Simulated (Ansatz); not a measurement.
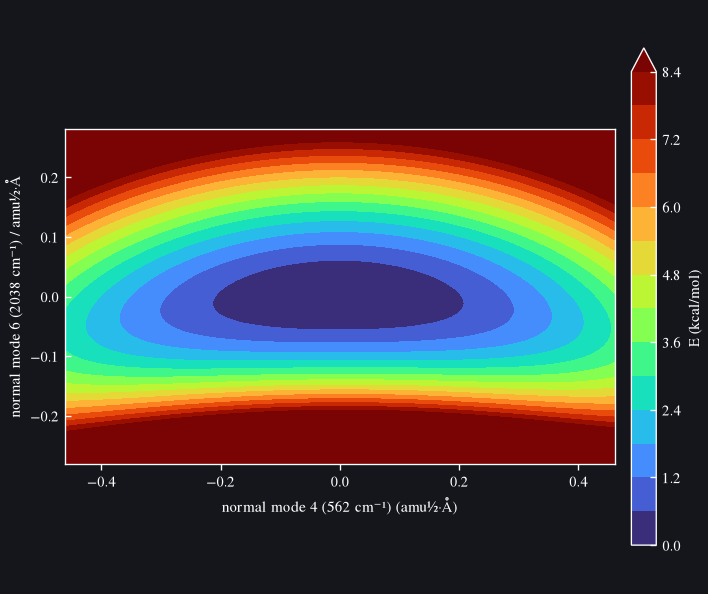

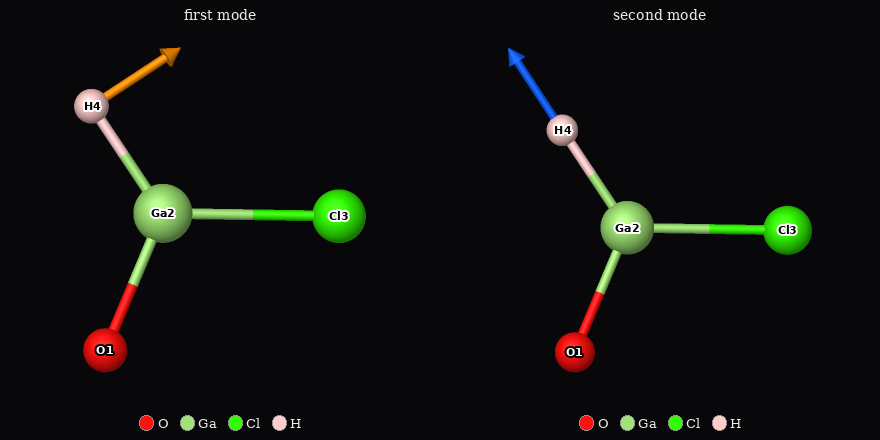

Energy landscape of ClGaHO, SMILES [O][GaH][Cl], spin multiplicity 2. Coordinates scanned: (1) normal mode 4 (562 cm⁻¹); (2) normal mode 6 (2038 cm⁻¹). Nothing is relaxed (straight displacements along the two mass-weighted modes). The scan uses a 9 × 9 grid. Energies: kcal/mol, counted from the lowest grid point. Computed with UKS B3LYP-D4/def2-SVP in Ansatz.

In the figure: filled contours, one colour for all values above the top of the scale. Between grid points the surface is interpolated. The second picture is the structure at the lowest point

Describe this landscape.

Answer. The lowest grid point is at normal mode 4 (562 cm⁻¹) = 0.000 amu½·Å, normal mode 6 (2038 cm⁻¹) = 0.00 amu½·Å. It is the only kind of minimum in the scanned range. The highest grid point, normal mode 4 (562 cm⁻¹) = 0.000 amu½·Å, normal mode 6 (2038 cm⁻¹) = −0.28 amu½·Å, lies 21.0 kcal/mol above the lowest.

Grid values (kcal/mol):

```
normal mode 6 (2038 cm⁻¹) ↓, normal mode 4 (562 cm⁻¹) →  −0.461  −0.346  −0.231  −0.115  0.000  0.115  0.231  0.346  0.461
                                                   0.28    14.4    12.3    10.7     9.8    9.5    9.9   10.9   12.5   14.8
                                                   0.21    10.7     8.6     7.1     6.2    5.9    6.2    7.2    8.8   11.0
                                                   0.14     7.5     5.4     4.0     3.1    2.9    3.2    4.1    5.6    7.8
                                                   0.07     4.9     3.0     1.8     1.0    0.8    1.0    1.8    3.2    5.2
                                                   0.00     3.3     1.7     0.7     0.2    0.0    0.2    0.8    1.8    3.5
                                                  −0.07     2.8     1.8     1.3     1.0    1.0    1.0    1.3    2.0    3.1
                                                  −0.14     4.0     3.8     3.9     4.1    4.2    4.2    4.0    4.0    4.3
                                                  −0.21     7.3     8.2     9.4    10.2   10.6   10.3    9.5    8.5    7.7
                                                  −0.28    13.2    15.9    18.4    20.3   21.0   20.4   18.7   16.3   13.8
```

The whole map (81 points run) took 14 min on 1 thread of Arm Neoverse V2, on a shared host.
